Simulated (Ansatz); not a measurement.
Electronic density of states of amorphous Si₂₄O₅₀Ge, density 2.32 g/cm³, on a 2×2×2 Γ-centred mesh with a Gaussian width of 0.1 eV; energies count from the Fermi level, whose place inside the gap is arbitrary. Cell and mesh are small, so fine structure isn't converged. These are PBE, scalar-relativistic without spin-orbit coupling (plane waves to 420 eV, PAW; Ansatz, a first-principles code) values and carry that method's errors. Sampling: a 2×2×2 Γ-centred mesh; Fermi-Dirac width 0.02 eV; no spin polarisation.

The cell was made by melting and quenching with the CHGNet potential and then relaxed with DFT. O atoms were pushed apart under 1.9 Å during the dynamics, to hinder bonds among them. The hot cell started wider than the set density and was brought back towards it in steps. It is the lowest in DFT energy of 2 quenches. It is a model cell: composition and starting density were chosen by hand, and all elements were melted together. No dispersion term was used. Its density started from a set value of 2.27 and ended at 2.32 g/cm³. The simulated quench (nominally 320 K/ps over its main leg) is rapid and tends to freeze in more defects than a deposited or slowly cooled glass has. A cell of this size samples the disorder only roughly. Volume and shape were free in the relaxation.

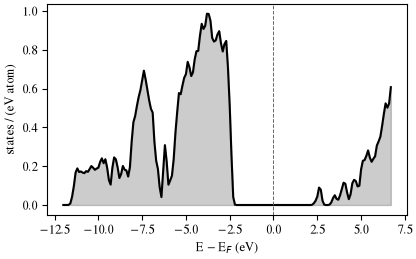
*Density of states per atom*

The gap on this mesh is 4.81 eV; the broadening fills part of it in the curve.
